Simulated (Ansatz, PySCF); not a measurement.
Pulling on the Si3–H4 bond in CdH4Si (SMILES [SiH3][CdH]) (multiplicity 1 held, fragments rigid). Energies count from the point at 1.487 Å.
Geometry at that point (charge 0, multiplicity 1):
```xyz
6

Cd    -0.566    -0.311    -0.080
H     -2.045    -1.121    -0.288
Si     1.635     0.896     0.230
H      2.249     0.594     1.550
H      1.471     2.372     0.154
H      2.626     0.513    -0.810
```

Unrestricted levels (U-) break spin symmetry where that is lower. Active spaces are followed from a long bond inwards. Levels need not reach the same state.

Frozen-core correlation. Rows in LANL2DZ carry no dispersion term and start afresh at each structure. LANL2DZ brings its own core potentials from Na on.

The values were computed with Ansatz (a quantum-chemistry and plane-wave program) with Gaussian orbitals; PySCF for LANL2DZ rows.  In def2 rows elements past Kr take small-core potentials, without spin–orbit coupling.

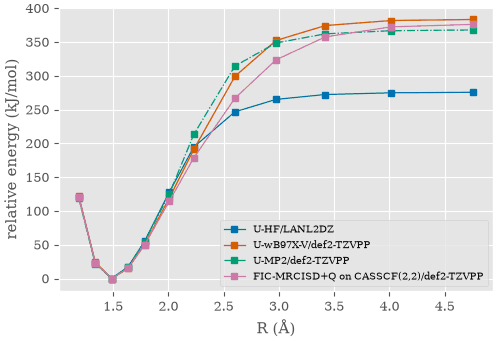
Figure: Relative energy along the coordinate

Doubts at one or more of the structures used: a spin-contaminated determinant (U-HF/LANL2DZ, U-wB97X-V/def2-TZVPP, U-MP2/def2-TZVPP).
